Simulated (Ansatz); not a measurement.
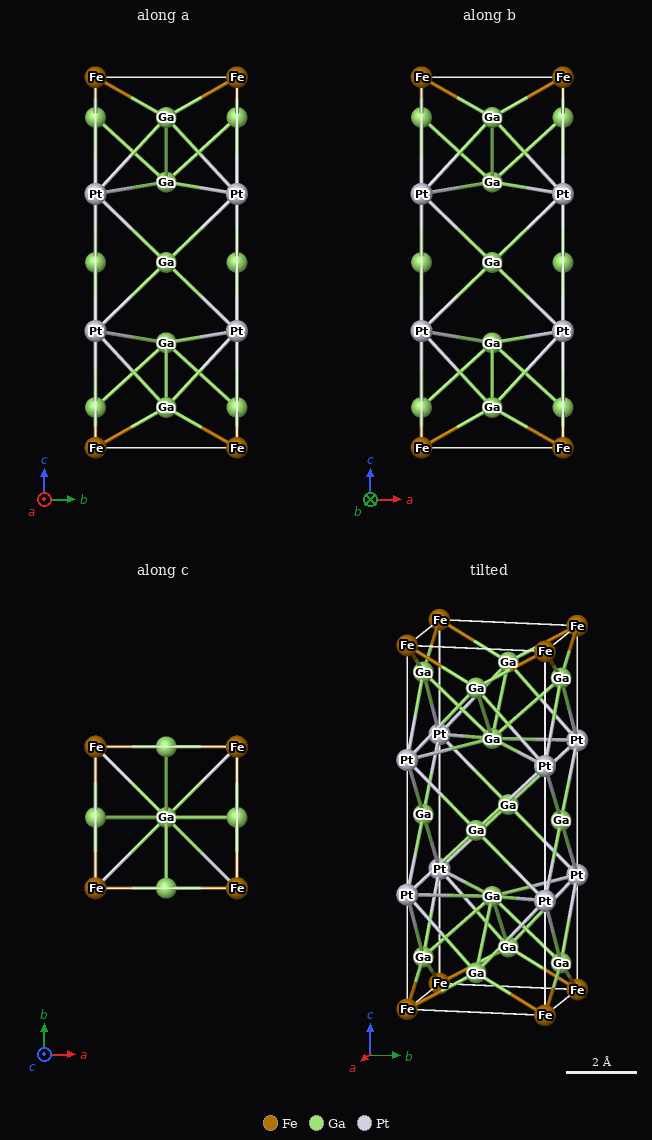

This ball-and-stick model is shown along the a axis, along the b axis, along the c axis and slightly off an axis. The lines enclose the conventional unit cell; boundary atoms appear with their images.

Lattice parameters: a = 4.0936 Å, b = 4.0936 Å, c = 10.7200 Å, α = 90.000°, β = 90.000°, γ = 90.000°.

> Express the structure as a CIF in P1 with every atom of the cell, with free fractional coordinates to two decimals.

```cif
data_structure
_symmetry_space_group_name_H-M 'P 1'
_symmetry_Int_Tables_number 1
_cell_length_a 4.0936
_cell_length_b 4.0936
_cell_length_c 10.7200
_cell_angle_alpha 90.000
_cell_angle_beta 90.000
_cell_angle_gamma 90.000
_cell_volume 179.64
loop_
_atom_site_label
_atom_site_type_symbol
_atom_site_fract_x
_atom_site_fract_y
_atom_site_fract_z
_atom_site_occupancy
Fe1 Fe 0.00 0.00 0.00 1
Ga1 Ga 0.00 0.50 0.11 1
Ga2 Ga 0.50 0.00 0.11 1
Ga3 Ga 0.00 0.50 0.89 1
Ga4 Ga 0.50 0.00 0.89 1
Ga5 Ga 0.50 0.50 0.28 1
Ga6 Ga 0.50 0.50 0.72 1
Pt1 Pt 0.00 0.00 0.32 1
Pt2 Pt 0.00 0.00 0.69 1
Ga7 Ga 0.00 0.50 0.50 1
Ga8 Ga 0.50 0.00 0.50 1
```

Shown is a generated cell, made by putting these elements into a known structure type (the compound may or may not exist in this form), as it stood before any relaxation. It was run through Ansatz as a DFT input.

At this level of theory the cell isn't at rest (forces up to 2.1 eV/Å), so its distances can differ from those at equilibrium, the more so the softer the solid.
